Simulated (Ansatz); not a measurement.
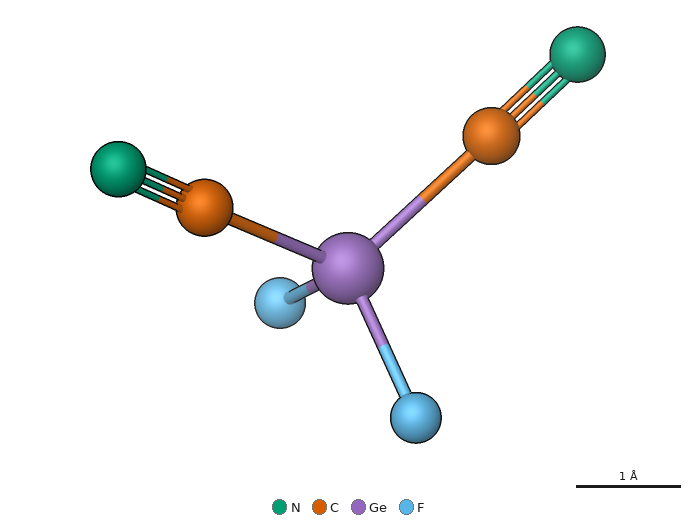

Rendered structure (ball-and-stick style). Multiple sticks mark multiple bonds (one Kekulé form).

The computed structure is the end point of a PBE0-D4/def2-TZVP optimisation.

> Give the formula.

C2F2GeN2, 7 atoms: 2 carbon, 2 fluorine, 1 germanium and 2 nitrogen.

> What is the point group of this geometry?

C2v.

> Give a SMILES string for it.

N#[C][Ge]([F])([F])[C]#N

The parts below concern this one geometry. Atoms keep their numbers from picture to picture.

## Levels of theory compared

Program: Ansatz 0.2.0.

Compare HOMO–LUMO gap (eV), HOMO energy (eV) at these levels: B3LYP-D4/def2-TZVPP; B97M-V/def2-TZVPP; CAM-B3LYP-D4/def2-TZVPP; PBE-D4/def2-TZVPP; SPW92 (LDA)/def2-TZVPP; r2SCAN0-D4/def2-TZVPP; r2SCANh-D4/def2-TZVPP; ωB97M-V/def2-QZVPP; ωB97M-V/def2-SVP; ωB97X-V/def2-TZVPP.

```
                  level  HOMO–LUMO gap (eV)  HOMO energy (eV)
    B3LYP-D4/def2-TZVPP                8.18            −10.96
      B97M-V/def2-TZVPP                6.85            −10.08
CAM-B3LYP-D4/def2-TZVPP               11.24            −12.70
      PBE-D4/def2-TZVPP                6.14             −9.59
 SPW92 (LDA)/def2-TZVPP                5.97             −9.76
  r2SCAN0-D4/def2-TZVPP                9.00            −11.47
  r2SCANh-D4/def2-TZVPP                7.68            −10.66
     ωB97M-V/def2-QZVPP               13.12            −13.61
       ωB97M-V/def2-SVP               13.30            −13.52
     ωB97X-V/def2-TZVPP               13.40            −13.72
```

## Vibrations

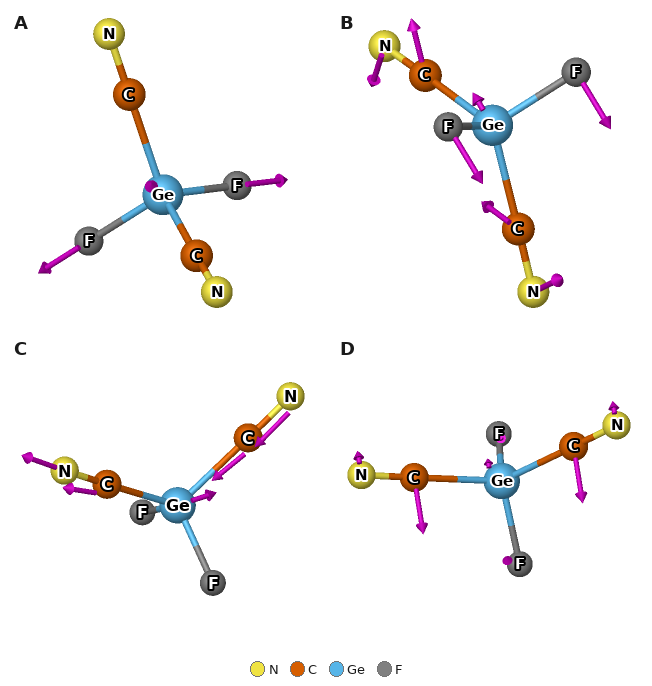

4 normal modes of one molecule or complex, as arrows. Harmonic vibrations computed with RKS PBE0-D4/def2-TZVP (Ansatz 0.2.0) at a stationary point of the same level.

> Match the panels to the wavenumbers 179 cm⁻¹, 363 cm⁻¹, 547 cm⁻¹, 760 cm⁻¹.

A: 760 cm⁻¹, in-phase stretching of 2 Ge–F bonds
B: 179 cm⁻¹
C: 547 cm⁻¹, out-of-phase stretching of 2 C–Ge bonds
D: 363 cm⁻¹, C–Ge–F bending

## Dipole moment

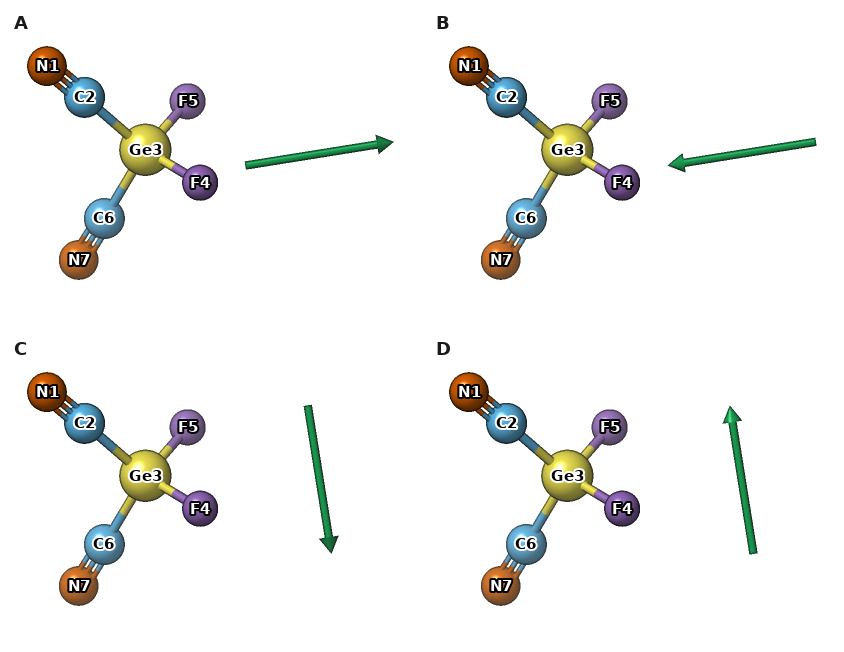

The same molecule four times, each with an arrow. Level of theory: RKS PBE0-D4/def2-TZVP (Ansatz 0.2.0).

> Which arrow points along the dipole moment, from the negative to the positive end?

A. The dipole moment is 0.91 D; it points from the side of N1, N7 to the side of F4, F5 (the outermost atoms at the two ends).

## Charges

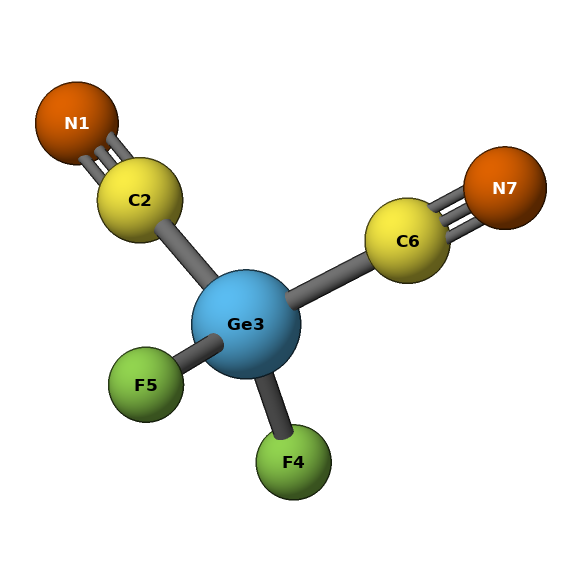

The questions are on Mulliken charges. Properties computed with RKS ωB97M-V/def2-TZVPP (Ansatz 0.2.0).

> Which atom carries the highest charge (most positive or least negative)?

Ge3 (0.98 e).

> And the lowest?

F4, F5 (−0.31 e).

List the Mulliken charges.

| atom | value (e) |
| --- | --- |
| N1 | 0.02 |
| C2 | −0.20 |
| Ge3 | 0.98 |
| F4 | −0.31 |
| F5 | −0.31 |
| C6 | −0.20 |
| N7 | 0.02 |

Mulliken values depend strongly on the basis set and can even reverse the polarity of a bond.
